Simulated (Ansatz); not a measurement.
## C₂H₇BOSi: nudged elastic band (part 2 of 2)

Continued. System: C₂H₇BOSi. Method: RKS BLYP-D4/def2-SVP (Ansatz 0.2.0). The run did not end well. One setting was made poor on purpose. It belongs to a series of runs on one base structure; here: band between the two ends.

Geometry of the input (Å):
```
B  -0.5274  1.9696  0.7143
C  -0.4375  0.4416  0.8759
Si 0.6513  -0.2338  -0.4697
C  0.2314  -1.8215  -1.2100
O  0.9727  -1.9481  -0.1294
H  -1.6380  2.5119  0.5121
H  0.4028  2.7123  0.7878
H  -1.3949  -0.0135  0.7901
H  0.0046  0.2378  1.9149
H  2.0029  0.3771  -0.6666
H  -0.8883  -2.1629  -0.9640
H  0.6974  -2.1257  -2.1213
```

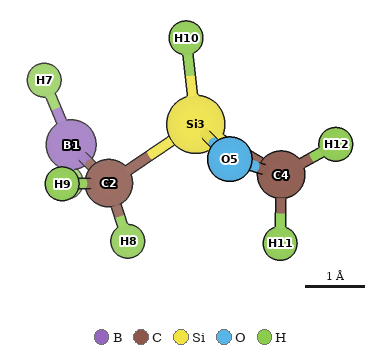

Figure 1. The input geometry (ball-and-stick view, seen at a tilt; atoms are numbered from 1 in the order of the input).

```
Unfinished report: {"positions_ang":[[-0.2487606203819393,2.019449724209248,0.8741814657702043],[-0.10967346055450175,0.4789606162430673,0.9706463690815996],[0.45358142830627324,-0.2815173858718187,-0.64009744658541],[-0.22167886110855492,-1.8796647878032424,-1.1957690886630286],[0.8821552836860885,-1.9921770572241888,-0.4315066962270032],[0.09905029534004467,2.621146690523878,-0.15481872068384606],[-0.6558607563989282,2.698411060345727,1.7755170338754032],[-1.0362185140610969,0.018987312519775944,1.278983433040815],[0.6592765845517821,0.27745124885884487,1.7843912281962477],[1.5713064395813625,0.3901088021608067,-1.3697924847598353],[-1.192278618370837,-2.2107621240924322,-0.6311068425911504],[-0.12389920058969413,-2.195594099869665,-2.226528250453996]],"unchecked":["starts","cluster_reference","orbital_swaps","neighbouring_geometries","increment"],"mean_field":{"relativity":"none","state":{"energy":{"ev":-12778.836521343372,"hartree":-469.61358035287384},"converged":true,"gradient_ev":8.505198024113568e-6,"stability":{"kind":"minimum","curvature_ev":79.56314357058837},"curvature_floor_ev":0.00030000000000000003,"spin_squared":-2.1316282072803006e-14},"others":[],"fillings":{"estimated":0,"unestimated":0,"tried":0,"untried":0,"excluded_magnetic_sites":0},"n_dropped_functions":0,"n_trapped_functions":0,"passes":{"evaluations":4,"products":27},"factors":{"origin":"density fitting in generated functions","count":1215,"bound_ev":null},"gradient_stop_ev":0.00009,"reference_kind":"stationary","functional":{"name":"BLYP","citations":["Becke, Phys. Rev. A 38, 3098 (1988) doi:10.1103/PhysRevA.38.3098","Lee, Yang & Parr, Phys. Rev. B 37, 785 (1988) doi:10.1103/PhysRevB.37.785"],"text":"name \"BLYP\"\ncite \"Becke, Phys. Rev. A 38, 3098 (1988) doi:10.1103/PhysRevA.38.3098\"\ncite \"Lee, Yang & Parr, Phys. Rev. B 37, 785 (1988) doi:10.1103/PhysRevB.37.785\"\nparameter beta = 0.0042\nparameter a = 0.04918\nparameter b = 0.132\nparameter c = 0.2533\nparameter d = 0.349\nexchange = b88_x(beta = beta)\ncorrelation = lyp_c(a = a, b = b, c = c, d = d)\n","parameters":{"a":{"value":0.04918,"default":0.04918},"b":{"value":0.132,"default":0.132},"beta":{"value":0.0042,"default":0.0042},"c":{"value":0.2533,"default":0.2533},"d":{"value":0.349,"default":0.349}},"final_grid":{"core_spheres":13.0,"valence_spheres":11.0,"degree":36.0},"final_grid_parameter_source":"default","radial_points_factor":1.0,"radial_grid_error_ev":9.346635839739679e-7,"grid_sensitivity":"normal","grid_sensitivity_ratio":0.0018663373341989008},"unsmoothed_excess_ev":-0.00035038046953443056,"symmetry":{"irreps":["A"],"axes":[[0.9648624439540141,-0.044453809709393374,-0.25896780311345335],[0.04474677994036719,0.9989869914581431,-0.004766191600906475],[0.25891734189129867,-0.006989256021154315,0.9658741948971488]],"occupied":[{"A":23},{"A":23}]},"density_repulsion":{"missed_ev":0.0001028979061791721,"excess_ev":0.0001028979061791721,"most_excess_ev":0.000598,"are_drawn_again":false,"n_first_factors":1215,"energy_change_ev":0.0,"n_dropped_ends":0},"direct_passes":"host"},"factors":{"origin":"density fitting in generated functions","count":1215,"bound_ev":null},"n_frozen":0,"n_occupied":[23,23],"n_virtual":[86,86],"reference":{"ev":-12778.836521343372,"hartree":-469.61358035287384},"dispersion":{"energy":{"ev":-0.5166557257320479,"hartree":-0.01898674771882387},"switches_in_reach":[]},"total":{"ev":-12779.353177069104,"hartree":-469.6325671005927},"forces_ev_per_angstrom":[[0.22539818134787873,0.7182132022125861,-0.5946220559163659],[1.2554697925457194,0.297223632302241,-0.1999193037987295],[0.8944480722798214,-0.23798048074953404,0.31518437525528703],[-3.5981116062738137,-0.4385586152755682,0.04256333768916881],[2.5311901342145378,0.27330281032301296,1.5851046103195658],[-0.1192764577391074,-0.16386855542060844,0.39432918263745814],[-0.1850144884045409,0.11435794636640634,0.30084241665654854],[-0.843743232847435,-0.48999311615425667,0.5958528456384721],[-0.47503869859407843,0.023002634667240934,-0.32832582534180466],[-0.16292879212585584,0.13214521667741524,0.005832424628324375],[0.7750814291264143,0.22926615055076907,-1.153117803206811],[-0.2974743335154428,-0.4571108255069377,-0.9637242045627769]],"charge_distribution":{"dipole_moment_e_ang":[-0.21267722354079704,0.27209590847742204,0.07868012909273511],"mulliken_charges_e":[0.014583532752935113,-0.11722505958654228,0.29981686663717255,0.15507422904225532,-0.3803063809787002,-0.033689645286115066,-0.008098654462595833,0.04786217608408583,0.07433862172430072,-0.0738214489743616,0.009272681019508955,0.012193082028060576],"lowdin_charges_e":[-0.04736811804828456,-0.09345036821759312,0.2651294770026915,-0.07725458857920398,-0.025887331451631468,-0.02004487834507529,-0.027800932789487476,0.04477656232723304,0.08156281725532788,-0.06263874079610598,-0.007793362270132276,-0.029230536087710757]},"n_threads":2,"memory_gib":2.556818182580173,"seconds":{"hamiltonian":1.892947868,"orbitals":0.0,"second_order":0.0,"solver_start":0.0,"cycles":0.0,"cycle":0.0,"perturbative":0.0,"full_ci_increment":0.0,"forces":0.0}}
this run last wrote the band of iteration 60 to [file]
Error: NEB band did not converge after 60 iterations: max|band force component| = 3.64e0 eV/Å (threshold 5.0e-2); raise `neb.max_iterations` in a new run, which can start from the last band evaluated (`neb.initial_path`, with `crystal.atoms` and `neb.final_atoms` set to its first and last images), add images, or start from endpoints closer to local minima. Where this run's directory can be resumed (`checkpoint.write`), a resume goes on for up to `neb.max_iterations` more; to start a new run from the last band, take its images' positions from the `neb_iteration` event of iteration 60 (`data.images[].positions_ang`), in the event stream of the run that computed that iteration (not this run's, if it was resumed behind it). With `checkpoint.write`, `steps/00-neb/state/checkpoint.json` in the run directory holds the last saved band, under `neb.evaluated.images[].positions_ang` (a band under a hybrid functional on support functions is neither saved nor resumed: `neb.initial_path` says where its path is): check the last entry of `neb.iterations` there, which is earlier than 60 if that iteration was not saved or its write failed. If the band's step has no `state` directory and holds `state.next`, a write was cut short, and the file is under `state.next` instead (behind a loss of power it can be under `state.prev`)
this run wrote the band of iteration 60 to [file] as well, whether or not its events were kept: a new run's `neb.initial_path` can list its `images[].positions_ang`
a run's events are kept only if it was started with --events-out <file>, and are in that file
```

## The last band as extended XYZ (Å, eV, eV/Å)
```
12
Properties=species:S:1:pos:R:3:forces:R:3 image=0 energy=-12779.08366
B    -0.5274    1.9696    0.7143   -1.4729   0.7974   0.0673
C    -0.4375    0.4416    0.8759    1.1761   0.9151   1.0839
Si    0.6513   -0.2338   -0.4697    1.2623   0.1746   0.8415
C     0.2314   -1.8215   -1.2100   -4.6406  -0.9263  -1.3787
O     0.9727   -1.9481   -0.1294    2.6938   0.1134   3.4087
H    -1.6380    2.5119    0.5121    0.6369  -0.2863  -0.0290
H     0.4028    2.7123    0.7878    0.5463   0.1616   0.0591
H    -1.3949   -0.0135    0.7901   -1.3431  -0.8311   0.0103
H     0.0046    0.2378    1.9149   -0.0490  -0.0439  -0.9704
H     2.0029    0.3771   -0.6666   -0.2370   0.1852  -0.0979
H    -0.8883   -2.1629   -0.9640    1.3541   0.3966  -1.3548
H     0.6974   -2.1257   -2.1213    0.0731  -0.6563  -1.6401
12
Properties=species:S:1:pos:R:3:forces:R:3 image=1 energy=-12779.97474
B    -0.5977    1.9614    0.6357   -0.0040  -0.0007  -0.0040
C    -0.3153    0.4985    1.0667    0.0038   0.0026   0.0081
Si    0.7516   -0.3894   -0.2293    0.0050  -0.0060   0.0107
C     0.0730   -1.7016   -1.3244   -0.0057   0.0051  -0.0052
O     0.8096   -2.0911   -0.0783   -0.0060  -0.0064   0.0031
H    -1.6509    2.2741    0.1200   -0.0017  -0.0106  -0.0178
H     0.2620    2.8115    0.7597   -0.0072   0.0043  -0.0012
H    -1.2086   -0.1463    1.1885    0.0076  -0.0061   0.0163
H     0.3275    0.4389    1.9743    0.0126   0.0087   0.0025
H     2.0441    0.2928   -0.5267    0.0020  -0.0029   0.0073
H    -0.9996   -1.9778   -1.2990   -0.0034   0.0077  -0.0147
H     0.5814   -2.0261   -2.2530   -0.0030   0.0045  -0.0050
12
Properties=species:S:1:pos:R:3:forces:R:3 image=2 energy=-12779.99936
B    -0.6401    1.8246    0.5207    0.0024  -0.0047  -0.0041
C    -0.2193    0.4980    1.2047    0.0001  -0.0054   0.0006
Si    0.7805   -0.4520   -0.1032    0.0082   0.0019   0.0052
C     0.0191   -1.5268   -1.3888   -0.0058   0.0046   0.0016
O     0.5704   -2.1479   -0.1407   -0.0070  -0.0063  -0.0022
H    -1.7801    2.0118    0.1499    0.0125  -0.0210  -0.0321
H     0.1978    2.6740    0.2827   -0.0263   0.0138   0.0173
H    -1.0405   -0.1671    1.5355    0.0139   0.0005   0.0062
H     0.5262    0.6400    2.0178    0.0075   0.0096   0.0049
H     2.1717    0.0607   -0.2564    0.0098  -0.0119   0.0028
H    -1.0776   -1.6456   -1.4853   -0.0075   0.0137   0.0005
H     0.5690   -1.8249   -2.3029   -0.0078   0.0051  -0.0007
12
Properties=species:S:1:pos:R:3:forces:R:3 image=3 energy=-12779.97131
B    -0.5860    1.9040    0.6300   -0.0011  -0.0039  -0.0022
C    -0.1326    0.5071    1.1351   -0.0101  -0.0023   0.0041
Si    0.8061   -0.4249   -0.2265   -0.0008   0.0031   0.0036
C    -0.0637   -1.6018   -1.3396    0.0022   0.0050  -0.0028
O     0.6919   -2.1309   -0.1580   -0.0037   0.0013   0.0018
H    -1.5065    1.9981   -0.1562   -0.0373  -0.0110   0.0220
H    -0.0093    2.9178    0.9659    0.0423   0.0028  -0.0357
H    -0.9899   -0.1824    1.2945   -0.0013  -0.0096   0.0030
H     0.5208    0.5203    2.0324   -0.0011  -0.0007   0.0010
H     2.1476    0.1309   -0.5673    0.0017   0.0017   0.0137
H    -1.1573   -1.7644   -1.2657    0.0019   0.0073  -0.0078
H     0.3558   -1.9289   -2.3107    0.0074   0.0062  -0.0006
12
Properties=species:S:1:pos:R:3:forces:R:3 image=4 energy=-12779.86874
B    -0.5433    1.9476    0.6985    0.0000  -0.0007   0.0013
C     0.0105    0.5332    1.0744    0.0021   0.0015   0.0023
Si    0.8110   -0.4471   -0.3224    0.0061   0.0030   0.0024
C    -0.1424   -1.6690   -1.3129    0.0044   0.0049   0.0017
O     0.7552   -2.1557   -0.2162    0.0008   0.0031   0.0021
H    -1.0253    2.1513   -0.3982   -0.0715  -0.0336   0.0006
H    -0.5390    2.8626    1.4958    0.0648   0.0276  -0.0038
H    -0.9144   -0.0625    1.2886   -0.0105   0.0001  -0.0291
H     0.6155    0.5188    2.0043   -0.0139  -0.0170   0.0152
H     2.0879    0.1309   -0.8377    0.0098  -0.0019   0.0066
H    -1.2159   -1.8661   -1.1193    0.0031   0.0087  -0.0009
H     0.1772   -1.9992   -2.3208    0.0048   0.0044   0.0015
12
Properties=species:S:1:pos:R:3:forces:R:3 image=5 energy=-12779.81321
B    -0.5275    1.9522    0.7121    0.0004   0.0005  -0.0004
C     0.0259    0.5191    1.0504   -0.0014  -0.0008  -0.0011
Si    0.7460   -0.4672   -0.3764   -0.0040   0.0003  -0.0012
C    -0.2199   -1.7193   -1.3143   -0.0031  -0.0026  -0.0003
O     0.7533   -2.1759   -0.2687   -0.0004  -0.0011  -0.0006
H    -0.4141    2.4532   -0.3904    0.0362   0.0164   0.0048
H    -1.0776    2.6054    1.5766   -0.0336  -0.0162  -0.0056
H    -0.7573   -0.0676    1.5831    0.0075  -0.0004   0.0136
H     0.8038    0.6731    1.8403    0.0084   0.0070  -0.0079
H     1.9606    0.1644   -0.9771   -0.0052   0.0017  -0.0029
H    -1.2731   -1.9550   -1.0629   -0.0018  -0.0033   0.0013
H     0.0570   -2.0377   -2.3386   -0.0030  -0.0015   0.0001
12
Properties=species:S:1:pos:R:3:forces:R:3 image=6 energy=-12779.93285
B    -0.5113    1.9119    0.7232    0.0005  -0.0032   0.0052
C     0.0865    0.5244    1.1093    0.0020   0.0014   0.0070
Si    0.6897   -0.4452   -0.3974   -0.0047  -0.0003   0.0009
C    -0.3197   -1.6974   -1.2886   -0.0094   0.0038  -0.0001
O     0.6997   -2.1507   -0.2841   -0.0017   0.0043   0.0040
H     0.0751    2.6350   -0.0592    0.0581   0.0205   0.0371
H    -1.5605    2.3073    1.1852   -0.0636  -0.0355  -0.0539
H    -0.5528   -0.1090    1.7539    0.0192  -0.0052   0.0154
H     1.0418    0.7295    1.6539    0.0230   0.0076  -0.0214
H     1.8720    0.1926   -1.0485   -0.0076   0.0033  -0.0023
H    -1.3596   -1.9358   -0.9911   -0.0064   0.0019   0.0053
H    -0.0840   -2.0178   -2.3225   -0.0093   0.0015   0.0029
12
Properties=species:S:1:pos:R:3:forces:R:3 image=7 energy=-12779.97596
B    -0.4044    1.9624    0.7695   -0.0064  -0.0025   0.0041
C     0.1138    0.5371    1.0958    0.0078  -0.0013   0.0000
Si    0.6166   -0.3740   -0.4932    0.0064  -0.0001   0.0068
C    -0.3718   -1.7563   -1.1973   -0.0036   0.0062  -0.0009
O     0.8131   -2.0643   -0.3315   -0.0085  -0.0044   0.0002
H     0.3799    2.8547    0.5130   -0.0069  -0.0018  -0.0024
H    -1.5926    2.2024    0.7109   -0.0100  -0.0132  -0.0152
H    -0.6135   -0.1364    1.5921    0.0116  -0.0013   0.0065
H     1.0717    0.5527    1.6639    0.0104   0.0068  -0.0009
H     1.6488    0.3398   -1.2989    0.0083  -0.0061   0.0053
H    -1.3337   -2.0719   -0.7474   -0.0057   0.0108  -0.0028
H    -0.2510   -2.1016   -2.2427   -0.0035   0.0068  -0.0006
12
Properties=species:S:1:pos:R:3:forces:R:3 image=8 energy=-12779.90333
B    -0.3268    2.0438    0.8443   -0.0022   0.0028  -0.0051
C    -0.0427    0.5190    1.0003    0.0063   0.0113   0.0130
Si    0.5479   -0.3898   -0.5445    0.0116  -0.0109   0.0064
C    -0.3152   -1.8604   -1.2347   -0.0172   0.0025  -0.0034
O     0.8864   -2.0568   -0.3644   -0.0024  -0.0097   0.0056
H     0.4222    2.7351    0.1815    0.0392   0.0120   0.0350
H    -1.2654    2.5821    1.3924   -0.0606  -0.0150  -0.0392
H    -0.8215   -0.0659    1.5274    0.0251  -0.0086   0.0277
H     0.8812    0.4917    1.6378    0.0243   0.0183  -0.0198
H     1.5268    0.3988   -1.3500   -0.0053  -0.0007   0.0013
H    -1.2498   -2.2451   -0.7804   -0.0095  -0.0024  -0.0156
H    -0.1660   -2.2076   -2.2757   -0.0095   0.0004  -0.0059
12
Properties=species:S:1:pos:R:3:forces:R:3 image=9 energy=-12779.35283
B    -0.2488    2.0194    0.8742    0.2254   0.7182  -0.5946
C    -0.1097    0.4790    0.9706    1.2555   0.2972  -0.1999
Si    0.4536   -0.2815   -0.6401    0.8944  -0.2380   0.3152
C    -0.2217   -1.8797   -1.1958   -3.5981  -0.4386   0.0426
O     0.8822   -1.9922   -0.4315    2.5312   0.2733   1.5851
H     0.0990    2.6211   -0.1548   -0.1193  -0.1639   0.3943
H    -0.6559    2.6984    1.7755   -0.1850   0.1144   0.3008
H    -1.0362    0.0190    1.2790   -0.8437  -0.4900   0.5959
H     0.6593    0.2775    1.7844   -0.4750   0.0230  -0.3283
H     1.5713    0.3901   -1.3698   -0.1629   0.1321   0.0058
H    -1.1923   -2.2108   -0.6311    0.7751   0.2293  -1.1531
H    -0.1239   -2.1956   -2.2265   -0.2975  -0.4571  -0.9637
12
Properties=species:S:1:pos:R:3:forces:R:3 image=10 energy=-12778.92969
B    -0.3520    1.9643    0.8453    0.1096   1.0201  -0.8762
C    -0.2404    0.4341    0.9679    2.0915   0.5141   0.1731
Si    0.5187   -0.2317   -0.5918    1.2149   0.1833   0.6612
C    -0.0667   -1.8087   -1.2366   -4.7156  -0.9250  -0.3153
O     0.8942   -1.9515   -0.3480    3.3596  -0.0223   2.6403
H     0.0576    2.5395   -0.1891   -0.1550  -0.1905   0.5376
H    -0.8318    2.6750    1.6742   -0.2044   0.2268   0.4526
H    -1.1966   -0.0148    1.0914   -1.4698  -0.7512   0.6169
H     0.4188    0.2162    1.8813   -0.6815  -0.0089  -0.6044
H     1.7980    0.3742   -1.0767   -0.2421   0.2070  -0.0489
H    -1.1069   -2.1469   -0.7525    0.9991   0.4008  -1.6126
H     0.1840   -2.1050   -2.2313   -0.3062  -0.6542  -1.6242
```

## What the run reported

- outcome: not converged
- barrier, forward (band not converged): −0.269 eV
- barrier, backward: −0.423 eV
- wall time: 17 min (CPU time 34 min)
- peak memory: 0.14 GiB

## What went wrong

The run did not converge: “NEB band did not converge after 60 iterations: max|band force component| = 3.64e0 eV/Å (threshold 5.0e-2); raise `neb.max_iterations` in a new run, which can start from the last band evaluated (`neb.initial_path`, with `crystal.atoms` and `neb.final_atoms` set to its first and last images), add images, or start from endpoints closer to local minima …” Its last values are not results. A deliberately poor setting: ends not relaxed.
